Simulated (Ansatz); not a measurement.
Band structure of LiCd3 (P6_3/mmc, 8 atoms in the cell).

```
CELL_PARAMETERS angstrom
      6.11013     0.00000     0.00000
     -3.05506     5.29153     0.00000
      0.00000     0.00000     4.84924
ATOMIC_POSITIONS crystal
  Li 0.66667 0.33333 0.25000
  Li 0.33333 0.66667 0.75000
  Cd 0.83012 0.16988 0.75000
  Cd 0.16988 0.83012 0.25000
  Cd 0.66024 0.83012 0.25000
  Cd 0.33976 0.16988 0.75000
  Cd 0.83012 0.66024 0.75000
  Cd 0.16988 0.33976 0.25000
```

Level of theory: PBEsol, PAW files made with PBE (plane waves; Ansatz, a quantum-chemistry and plane-wave program).

Settings: basis.ecutwfc = 30.9 Ry; kpoints.mp_grid.grid = 4 4 5; hamiltonian.xc = pbesol; hamiltonian.pseudopotentials = {kind: paw} (the program's default PAW files); scf.occupations.method = fermi_dirac; scf.occupations.width = 0.01 Ry; kpoints.band_path.npoints = 8.

The starting cell comes from a database of computed structures (which also holds hypothetical and non-ambient phases and stackings), without a prior relaxation at this level.

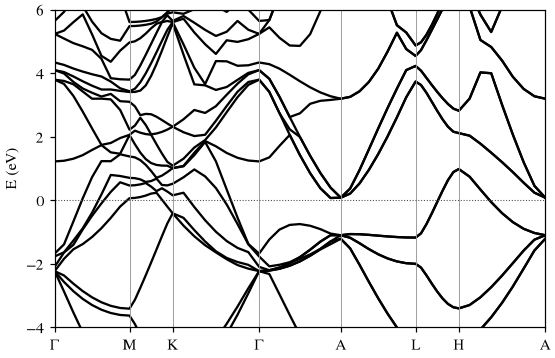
Figure. Bands along the path, energies from the Fermi level.

Levels in eV from the Fermi level, bands 61 to 68:
| point | 61 | 62 | 63 | 64 | 65 | 66 | 67 | 68 |
|---|---|---|---|---|---|---|---|---|
| Γ | -2.23 | -2.09 | -1.76 | -1.67 | 1.23 | 3.80 | 3.80 | 4.10 |
| M | 0.07 | 0.47 | 0.71 | 1.38 | 2.06 | 2.06 | 2.23 | 3.11 |
| K | -0.41 | 0.16 | 0.52 | 1.02 | 1.02 | 1.09 | 2.32 | 2.32 |
| A | -1.10 | -1.10 | -1.10 | -1.10 | 0.09 | 0.09 | 0.09 | 0.09 |
| L | -2.00 | -2.00 | -1.17 | -1.17 | 3.74 | 3.74 | 4.23 | 4.23 |
| H | -3.40 | -3.40 | 0.99 | 0.99 | 2.12 | 2.12 | 2.82 | 2.82 |

Bands cross the Fermi level along this path, so the cell is metallic at this level.

Keys are those of Ansatz 0.2.
